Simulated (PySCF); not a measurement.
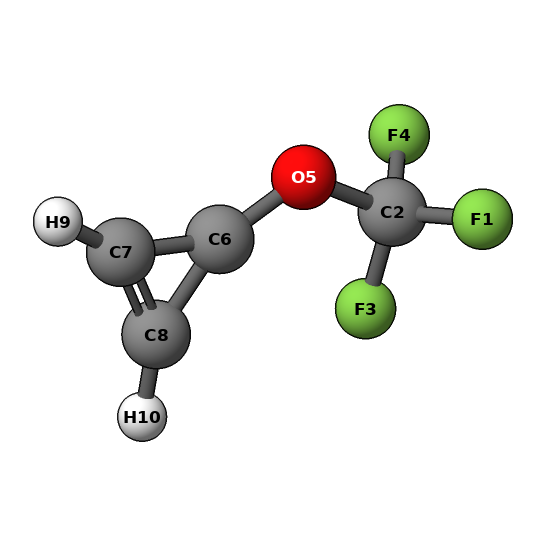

The questions are on isotropic NMR shieldings of the C atoms. State: charge +1, singlet. The computed structure is the end point of a PBE0-D3(BJ)/def2-SVP optimisation. No frequency run is at hand to confirm it as a minimum. Level of theory: GIAO PBE0/pcSseg-1 NMR shielding, non-relativistic, IEF-PCM water (PySCF 2.14.0).

Which C atom is the most shielded (lowest chemical shift)?

C2 (56.2 ppm).

Which C atom is the least shielded (highest chemical shift)?

C6 (18.1 ppm).

How wide is the range of C shifts?

38.1 ppm.

Give the isotropic NMR shieldings of the C atoms atom by atom.

| atom | σ (ppm) |
| --- | --- |
| C2 | 56.2 |
| C6 | 18.1 |
| C7 | 26.6 |
| C8 | 25.0 |
